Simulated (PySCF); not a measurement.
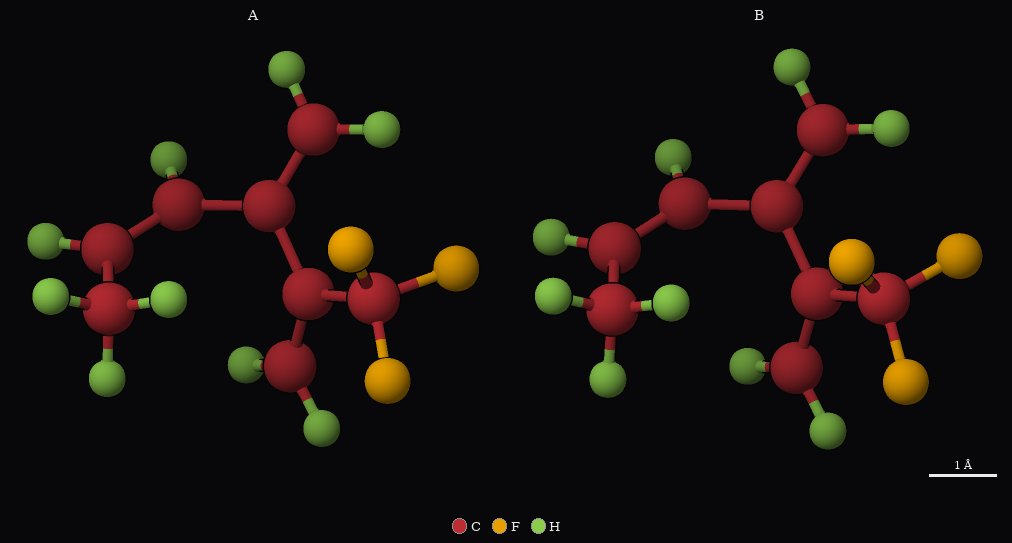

Two geometries of C$_{8}$H$_{9}$F$_{3}$, drawn at one scale. One is the start of a relaxation, the other its converged end. The picture is a ball-and-stick view, seen at a tilt.

All numbers below come from PBE0-D3(BJ)/def2-SVP geometry optimisation, gas phase (PySCF 2.14.0, density-fitted response routines). 

Question: Which of the two is the end point?

Answer: Structure B is the relaxed one. The start comes from GFN2-xTB. Its atoms were then displaced at random by about 0.01 Å. The energy falls by 6.37 kcal/mol in 8 geometry steps. The largest move after the best rigid fit is that of an F atom, 0.24 Å. By element the largest moves are F 0.24 Å, H 0.10 Å, C 0.08 Å. Among the contacts that change: C–H 1.028 → 1.093 Å, C–F 1.376 → 1.342 Å, C–C 1.371 → 1.343 Å, C–H 1.064 → 1.092 Å. Among the angles between lasting bonds that change: C–C–F 113.8° → 111.0°. Cost: 64 s on 2 threads of AMD EPYC 9R45 96-Core Processor, with other jobs on the host.
